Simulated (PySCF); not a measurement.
Carbon tetrachloride, SMILES ClC(Cl)(Cl)Cl at its CAM-B3LYP/def2-SVP optimised geometry (Å):

```
5

Cl    -1.1819    -1.6719     1.4476
C     -0.5910    -0.8358     0.0000
Cl    -1.1821    -1.6717    -1.4478
Cl    -1.1821     0.8358     0.0000
Cl     1.1821    -0.8358     0.0000
```

Computed with CAM-B3LYP/def2-TZVP (PySCF).

Map of the Laplacian of the electron density (e/bohr⁵), clipped to [-1.50, 1.50] on the plane z = 1.0 Å:

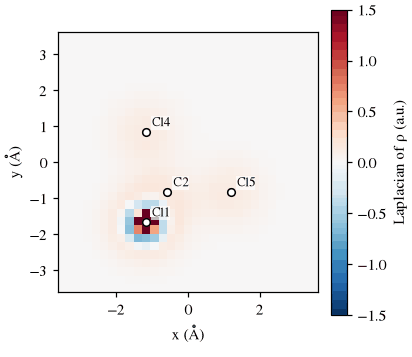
*Laplacian of the electron density (e/bohr⁵), clipped to [-1.50, 1.50] on the plane z = 1.0 Å.*
